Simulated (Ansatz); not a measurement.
# Calculations on C₃H₇NO₂

## 1. Relaxation

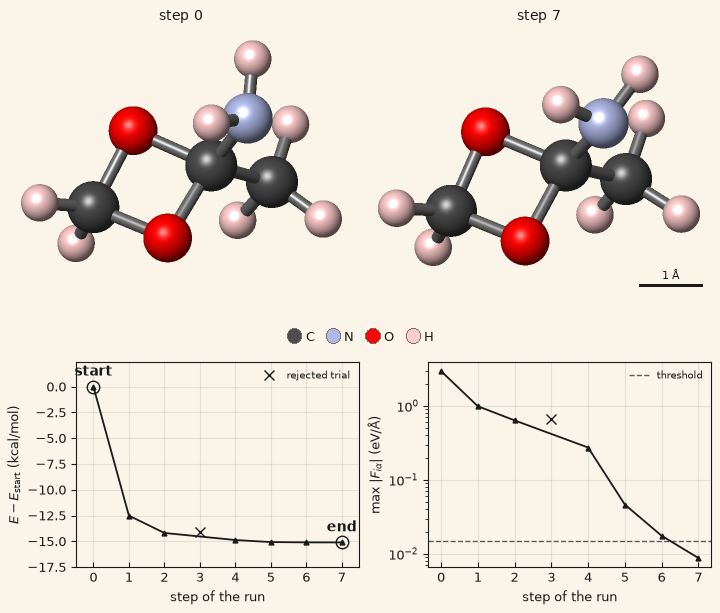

First and last geometry of a relaxation of C₃H₇NO₂, with the history of the run. The picture is a ball-and-stick view, seen from a free direction.

The run prepares an end point of a later path (inversion) calculation, from a guessed geometry.

Level of theory: RKS PBE/def2-SVP in Ansatz. (no spin polarisation; force threshold 0.015 eV/Å; at most 40 steps)

Did the run converge, and what did it change?

It converged. After 6 accepted moves (7 points after the start) the energy has fallen by 15.1 kcal/mol. Largest force component: 3 eV/Å at the start, 0.0088 eV/Å at the end. The line search rejected the trial step at point 3 of the run. The atom that moves furthest after the best rigid fit is an H atom (0.53 Å). Largest moves by element: H 0.53 Å, O 0.15 Å, N 0.11 Å, C 0.08 Å. Near-neighbour distances that change, for instance: C–H 1.175 → 1.105 Å, C–O 1.408 → 1.477 Å, C–H 1.058 → 1.107 Å, H–N 0.981 → 1.024 Å. Bond angles that change, for instance: N–C–O 108.7° → 116.5°, C–C–O 118.9° → 111.2°, O–C–O 88.7° → 94.0°. Groups turn about C–N by about 30°. Cost: 15 s on 2 threads of Intel(R) Xeon(R) Platinum 8488C (Sapphire Rapids), with other jobs on the host, peak memory 0.17 GiB.

## 2. Relaxation

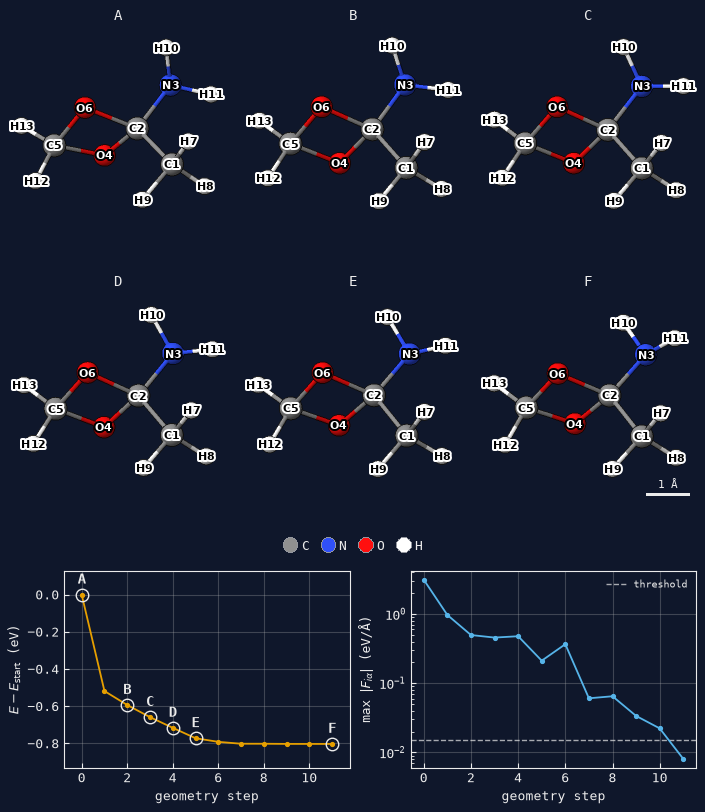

Frames of a relaxation of C3H7NO2, marked on the history of the run. The picture is a ball-and-stick view, seen at a tilt.

The run prepares an end point of a later path (inversion) calculation, from a guessed geometry.

Level of theory: RKS PBE/def2-SVP (Ansatz 0.2.0). (no spin polarisation; force threshold 0.015 eV/Å; at most 40 steps)

Describe the path.

The atom that moves furthest after the best rigid fit is H10 (1.01 Å). By element the largest moves are H 1.01 Å, N 0.16 Å, C 0.14 Å, O 0.14 Å. Near-neighbour distances that change, for instance: C1–H9 1.175 → 1.105 Å, C1–H7 1.058 → 1.109 Å, N3–H11 0.981 → 1.024 Å, C2–O4 1.408 → 1.446 Å. Bond angles that change, for instance: C1–C2–O4 118.9° → 113.4°, O4–C5–H12 118.2° → 112.7°, O4–C5–O6 88.7° → 94.0°. Groups turn about C2–N3 by about 70°. Over 11 geometry steps the energy falls by 0.803 eV. The largest force component goes from 3.1 to 0.0081 eV/Å. From step 0 to 2: H10 moves most (0.28 Å), energy −0.593 eV. From step 2 to 3: H11 moves most (0.20 Å), energy −0.065 eV. From step 3 to 4: H10 moves most (0.20 Å), energy −0.057 eV. From step 4 to 5: H10 moves most (0.20 Å), energy −0.056 eV. From step 5 to 11: H atoms move most (0.26 Å), energy −0.031 eV.

```json
{"step": "0", "E − E(0), eV": "0.0000", "largest force component, eV/Å": "3.1450"}
{"step": "1", "E − E(0), eV": "-0.5182", "largest force component, eV/Å": "0.9725"}
{"step": "2", "E − E(0), eV": "-0.5932", "largest force component, eV/Å": "0.4986"}
{"step": "3", "E − E(0), eV": "-0.6584", "largest force component, eV/Å": "0.4580"}
{"step": "4", "E − E(0), eV": "-0.7159", "largest force component, eV/Å": "0.4790"}
{"step": "5", "E − E(0), eV": "-0.7718", "largest force component, eV/Å": "0.2122"}
{"step": "6", "E − E(0), eV": "-0.7913", "largest force component, eV/Å": "0.3673"}
{"step": "7", "E − E(0), eV": "-0.8014", "largest force component, eV/Å": "0.0607"}
{"step": "8", "E − E(0), eV": "-0.8015", "largest force component, eV/Å": "0.0649"}
{"step": "9", "E − E(0), eV": "-0.8024", "largest force component, eV/Å": "0.0338"}
{"step": "10", "E − E(0), eV": "-0.8025", "largest force component, eV/Å": "0.0223"}
{"step": "11", "E − E(0), eV": "-0.8025", "largest force component, eV/Å": "0.0081"}
```

## 3. Path

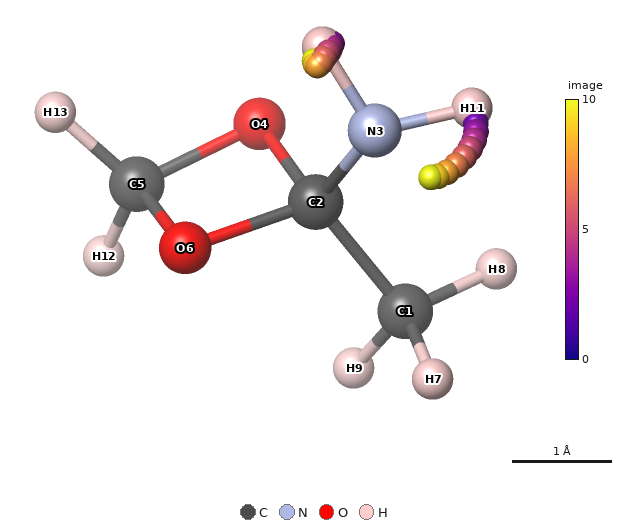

NEB run on C$_{3}$H$_{7}$NO$_{2}$. Images are numbered from 0 (start) to 10 (end). The start is drawn whole; smaller spheres mark the moving atoms (H) in the later images, joined by lines and coloured by the number of the image. A ball-and-stick model, seen from a free direction.

Method: RKS PBE/def2-SVP (Ansatz 0.2.0). Set-up: 9 movable images; climbing image; force threshold 0.05 eV/Å; iteration limit 60; starting path through a guess of the saddle point.

Describe the path and its energy.

Answer. The motion is an umbrella inversion at the N atom. No bond forms or breaks between the ends. Among the angles between lasting bonds that change up to the highest image: C–N–H 113.5° → 121.8°, H–N–H 110.6° → 118.8°. The two ends have the same energy, and the highest point, image 5, lies 0.062 eV above the start. The band converged in 11 iterations, with a climbing image at the top. At the top, the vibrational analysis gives one imaginary mode (427i cm⁻¹), as a transition state must have.

Cost: 2.9 min on 2 threads of Intel(R) Xeon(R) Platinum 8488C (Sapphire Rapids) (shared host), peak memory 0.18 GiB.
